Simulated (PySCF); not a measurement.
Consider RhC (doublet).

```tsv
atom	x (Å)	y (Å)	z (Å)
Rh	0.0000	0.0000	-0.1662
C	0.0000	0.0000	1.4248
```

Core potentials replace the inner electrons of Rh.

These are results of PBE0/def2-TZVPP, non-relativistic Hamiltonian with scalar-relativistic core potentials where named, at a bond length of 1.591 Å (PySCF 2.14.0), not measurements.

What will maps of the electron density, electron localisation function and spin density show?

Answer. C–Rh (1.59 Å): ρ is about 2.7 e/Å³ halfway, with its minimum of 2.2 e/Å³ about 0.6 Å from C; the ELF peaks at about 0.70 in the valence shell of C, 0.6 Å from its nucleus, and is about 0.50 at the midpoint.
The unpaired spin (1 electron) lies mostly on Rh1 (about 0.8) and C2 (about 0.2), in electrons by Hirshfeld's partition.

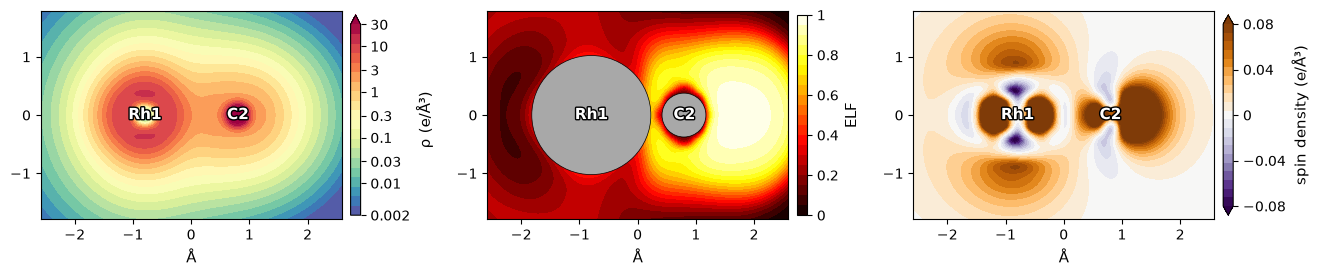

Computed electron density, electron localisation function and spin density on a plane that holds the molecular axis, in this order. Grey discs cover the atomic cores in the ELF map. 
